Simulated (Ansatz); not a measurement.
## Electronic structure of YBi3P4 in real space

The calculation's input:

```
crystal:
  lattice:
    - [6.16889659, 0.0, 0.0]
    - [0.0, 6.16889659, 0.0]
    - [0.0, 0.0, 6.16889659]
  atoms:
    - { symbol: "Y", position: [0.0, 0.0, 0.0] }
    - { symbol: Bi, position: [0.0, 0.5, 0.0] }
    - { symbol: Bi, position: [0.0, 0.0, 0.5] }
    - { symbol: Bi, position: [0.5, 0.0, 0.0] }
    - { symbol: P, position: [0.7629189, 0.2370811, 0.7629189] }
    - { symbol: P, position: [0.2370811, 0.7629189, 0.7629189] }
    - { symbol: P, position: [0.7629189, 0.7629189, 0.2370811] }
    - { symbol: P, position: [0.2370811, 0.2370811, 0.2370811] }
kpoints:
  mp_grid: { grid: [4, 4, 4] }
hamiltonian:
  xc: pbesol
scf:
  occupations: { method: fermi_dirac, width: 0.03 }
relax:
  f_tol: 0.01
  cell: {}
  max_steps: 120
output:
  write_density: true
  write_potential: true
  elf: true
  volumetric_format: npy
```

Command:

```sh
ansatz run input.yaml --threads 4 --pin off --max-ram 4608MiB --backend cpu --events-out ev --progress --plain --runs-dir out
```

Below, planes, directions and counts refer to the conventional cell (a = 6.70 Å, b = 6.70 Å, c = 6.70 Å, α = 90.00°, β = 90.00°, γ = 90.00°).

The fields are those of the run's last geometry, not of the input's.

Space group P-43m; a structure from a database of computed crystals, not necessarily the ambient phase; started from the VCu3S4-215 prototype, which need not be the ambient phase.

All numbers below come from DFT, PBEsol, plane waves, PAW in Ansatz 0.2.0.

Core electrons are frozen (PAW), and the valence fields are smoothed inside the atomic spheres.

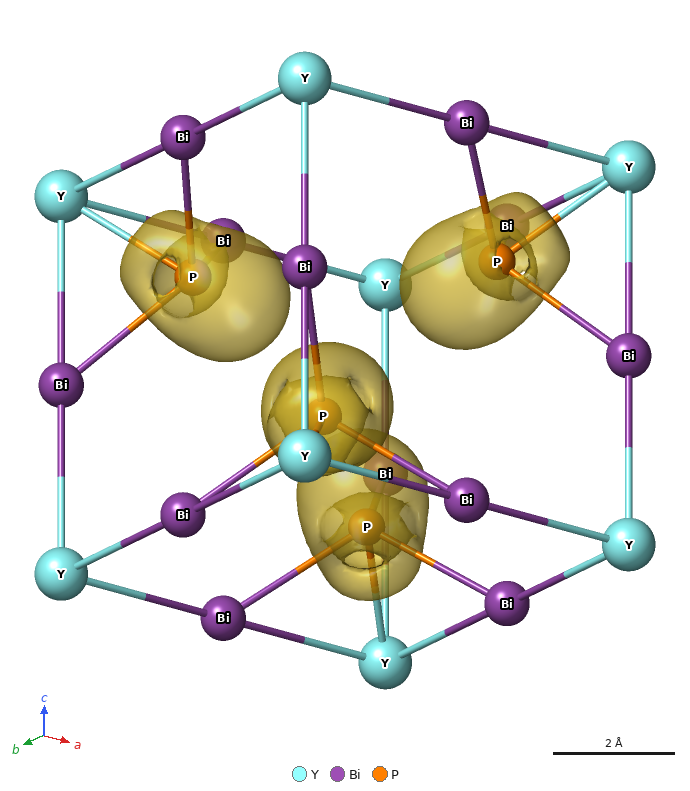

Figure 1. Isosurface of the ELF at 0.75 (yellow), seen at an oblique angle. Only the valence region is drawn (cores and ρ < 0.01 e/Å³ removed). Sticks mark near contacts.

**Identify the bonds, lone pairs and shells in this picture.**

The ELF exceeds this value in four regions wrapped around P (the valence shell of each), counted in one cell of 8 atoms. Any copies at cell faces, edges or corners count once.


Y–P (2.69 Å): the ELF peaks at about 0.90 in the valence shell of P, 0.9 Å from its nucleus, and is about 0.45 at the midpoint. Bi–P (2.84 Å): the ELF peaks at about 0.80 in the valence shell of P, 0.9 Å from its nucleus, and drops to about 0.35 between the two atoms.

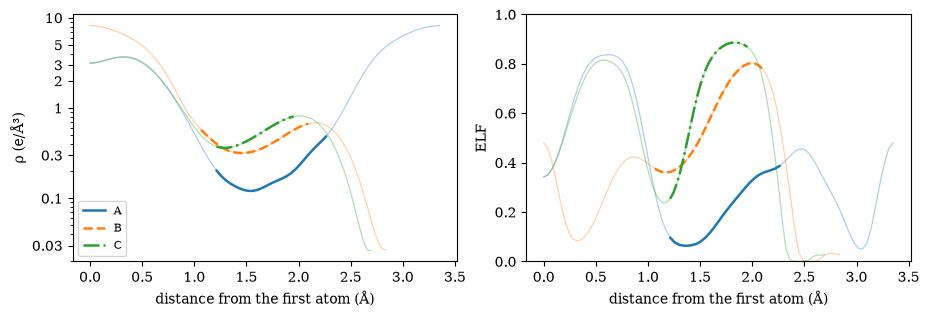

Figure 2. Valence charge density (pseudo) and electron localisation function along straight lines between neighbouring atoms. Thin, pale parts lie inside the atomic spheres.

**Which curve belongs to which contact (Bi–P, Y–Bi and Y–P)? The first atom named is at distance zero.**

Curve A: Y–Bi (3.35 Å): ρ is about 0.13 e/Å³ halfway; the ELF is about 0.15 at the midpoint; no shared electron pair shows on this line. Curve B: Bi–P (2.84 Å): the density is about 0.32 e/Å³ at the midpoint; the ELF peaks at about 0.80 in the valence shell of P, 0.9 Å from its nucleus, and drops to about 0.35 between the two atoms. Curve C: Y–P (2.69 Å): the density is about 0.37 e/Å³ at the midpoint; the ELF peaks at about 0.90 in the valence shell of P, 0.9 Å from its nucleus, and is about 0.45 at the midpoint.
